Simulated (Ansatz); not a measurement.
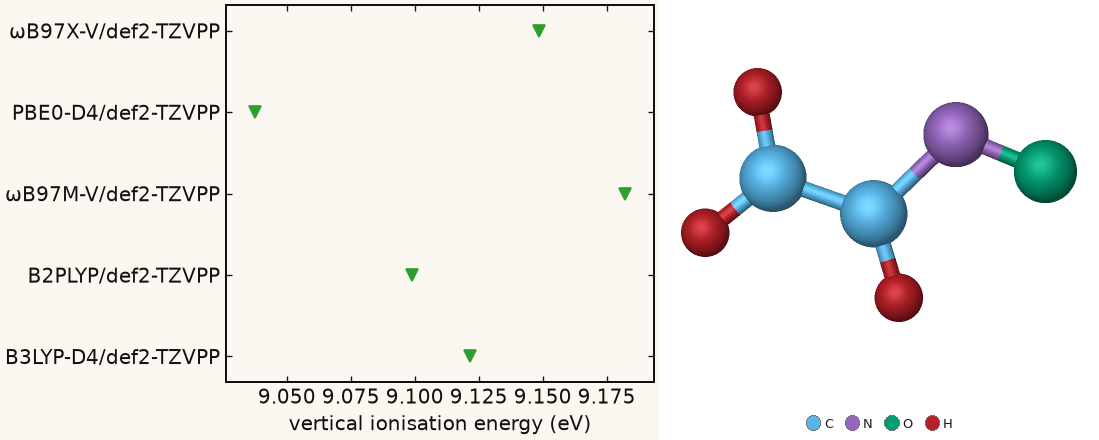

Vertical ionisation energy of C₂H₃NO, SMILES C=CN=O, taken as the energy of the cation less that of the neutral at fixed geometry (unrestricted doublet cation, cores frozen in correlated methods, no spin-orbit coupling), the Ansatz code 0.2.0, at a PBE0-D4/def2-TZVP geometry (a minimum by its frequencies).

### What range do the values span?

From 9.04 eV (PBE0-D4/def2-TZVPP) to 9.18 eV (ωB97M-V/def2-TZVPP).

### Give the values.

| level | eV |
| --- | --- |
| ωB97X-V/def2-TZVPP | 9.15 |
| PBE0-D4/def2-TZVPP | 9.04 |
| ωB97M-V/def2-TZVPP | 9.18 |
| B2PLYP/def2-TZVPP | 9.10 |
| B3LYP-D4/def2-TZVPP | 9.12 |

Caveats, for all or some of the runs: one conformer of a flexible molecule.
